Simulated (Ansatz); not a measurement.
# A computed series for BaTiO3: pressure series

The parent structure is BaTiO3 (space group P4mm, No. 99; a = 3.972 Å, c = 4.113 Å).

Cell and atoms are relaxed at each pressure.

Computed with r2SCAN, PAW, 500 eV (Ansatz, an electronic-structure program; no SOC).

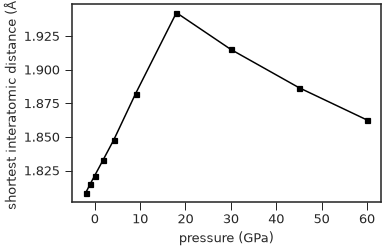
Figure: Shortest interatomic distance against pressure

```
pressure (GPa)  shortest interatomic distance
--------------  -----------------------------
-2                                 3.417 bohr
-1                                 3.430 bohr
1.8                                3.463 bohr
4.2                                3.492 bohr
9                                  3.557 bohr
18                                 3.671 bohr
30                                 3.619 bohr
45                                 3.565 bohr
60                                 3.520 bohr
```

Load acts through the strain it causes; cell and atoms are relaxed under it. Whether these cells are dynamically stable was not tested. No other phases were tried under pressure. The final runs are not spin-polarised. Along this pressure series the structure jumps between pressure 9 GPa and pressure 18 GPa; cells beyond that are another form of it.
